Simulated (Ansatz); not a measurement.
Cs$_{2}$Br

Input file:

```
crystal:
  lattice:
    - [5.1213601797, 0.0, 0.0]
    - [-2.5606800899, 4.4352280176, 0.0]
    - [0.0, 0.0, 9.0110882]
  atoms:
    - { symbol: Cs, position: [0.6666666667, 0.3333333333, 0.241305] }
    - { symbol: Cs, position: [0.3333333333, 0.6666666667, 0.758695] }
    - { symbol: Br, position: [0.0, 0.0, 0.0] }
basis:
  ecutwfc: 500
kpoints:
  mp_grid: { grid: [12, 12, 6] }
  band_path:
    path:
      - [[0.0, 0.0, 0.0], [0.5, 0.0, 0.0], [0.33333333, 0.33333333, 0.0], [0.0, 0.0, 0.0], [0.0, 0.0, 0.5], [0.5, 0.0, 0.5], [0.33333333, 0.33333333, 0.5], [0.0, 0.0, 0.5]]
      - [[0.5, 0.0, 0.5], [0.5, 0.0, 0.0]]
      - [[0.33333333, 0.33333333, 0.5], [0.33333333, 0.33333333, 0.0]]
    npoints: 14
hamiltonian:
  xc: r2scan
scf:
  occupations: { method: gaussian, width: 0.1 }
  n_extra_bands: 7
output:
  forces: true
  stress: true
  eigenvalues: true
  populations: true
  dos: { projected: true, de: 0.02, nscf_kmesh: { grid: [15, 15, 8] } }
  bader: true
  write_density: true
  write_potential: true
  elf: true
  volumetric_format: npy
```

Run with:

```sh
ansatz run input.yaml --threads 1 --pin off --max-ram 3072MiB --backend cpu --events-out ev --progress --plain --runs-dir out
```

Below, planes, directions and counts refer to the conventional cell (a = 5.12 Å, b = 5.12 Å, c = 9.01 Å, α = 90.00°, β = 90.00°, γ = 120.00°).

Space group P-3m1; a structure generated by program, which may or may not match a known phase; computed without spin polarisation.

Computed with DFT r2SCAN, scalar-relativistic, plane waves, PAW in Ansatz 0.2.0.

What will maps of the valence pseudo-density and electron localisation function show?

Cs–Br (3.67 Å): ρ at the midpoint is about 0.07 e/Å³; the ELF is about 0.05 at the midpoint: no shared electron pair shows on this line.
The ELF has a maximum of about 0.85 in the space between the atoms, 3.7 Å from six Cs atoms, on no atom or two-centre bond.
Bader's partition of the density gives Cs +0.44 and Br −0.89 e.

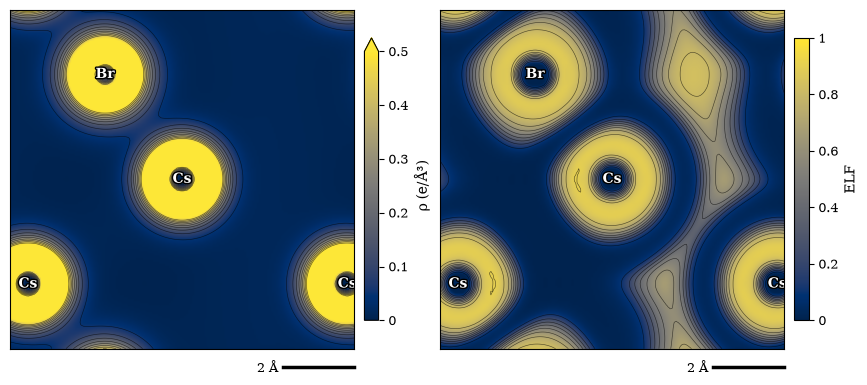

Computed valence pseudo-density and electron localisation function on the (110) plane of the conventional cell, in this order. 

In a PAW calculation such maps are meaningful between the atoms, not at the nuclei.
